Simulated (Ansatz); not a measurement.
# RbZnCl3 (Pm-3m): refractive index against wavelength

The refractive index of RbZnCl3 (Pm-3m) below the direct gap (1.81 eV on the mesh) is read from one computed spectrum, n = √(Re ε).

Cell: a, b, c = 5.008, 5.008, 5.008 Å (primitive vectors), 5 atoms.

Method: Ansatz 0.2.0, PBE, independent particles, k-mesh 6×6×6 with interpolation inside its cells, Gaussian parameter 0.1 eV.

Launch of the response step: `ansatz run input.yaml --threads 2 --pin off --max-ram 5120MiB --backend cpu --events-out ev --progress --plain --runs-dir out`. The run took 32 s, on 2 threads of Intel(R) Xeon(R) Platinum 8488C (Sapphire Rapids), with other jobs on the host.

| wavelength (nm) | photon energy E (eV) | n |
| --- | --- | --- |
| 3000 | 0.413 | 1.9752 |
| 2000 | 0.620 | 1.9803 |
| 1550 | 0.800 | ? |
| 1310 | 0.946 | 1.9937 |
| 1064 | 1.165 | 2.0075 |

In the single-oscillator model n² − 1 = E₀E_d/(E₀² − E²), so 1/(n² − 1) = E₀/E_d − E²/(E₀E_d) is linear in E².

Working, on the rows shown:

| x = E² (eV²) | y = 1/(n² − 1) |
| --- | --- |
| 0.170801 | 0.344659 |
| 0.384302 | 0.34228 |
| 0.895757 | 0.336153 |
| 1.35784 | 0.330027 |

Means: x̄ = 0.70218, ȳ = 0.33828. Σ(x − x̄)(y − ȳ) = -0.01048, Σ(x − x̄)² = 0.8508. Slope = -0.01048 / 0.8508 = -0.01232; intercept = ȳ − slope · x̄ = 0.34693. Turned back into n, the line misses the rows shown by at most 0.00057.

Problem. Predict the last column of the withheld row from the fit.

Solution. At x = 0.63984 the line gives y = 0.33905, that is 1.9873. The run gave 1.9868, so the interpolation is off by 0.00052, 1.6 % of the range in the table.

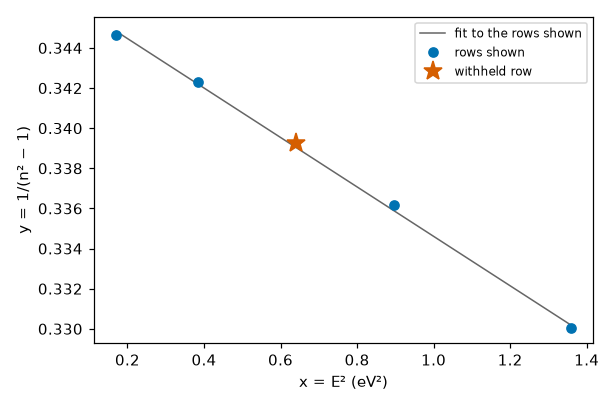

Refitted with all rows, the slope is -0.01234 and the intercept 0.34699. These give E₀ = √(intercept/−slope) = 5.30 eV and E_d = E₀/intercept = 15.3 eV; E₀ is 2.9 times the direct gap. The electronic limit at long wavelengths, without lattice vibrations, is n = √(1 + 1/intercept) = 1.970. The structure is a model and need not exist. Excitons are left out and so are local fields; PBE gaps are as a rule too small. Spin-orbit coupling is left out.
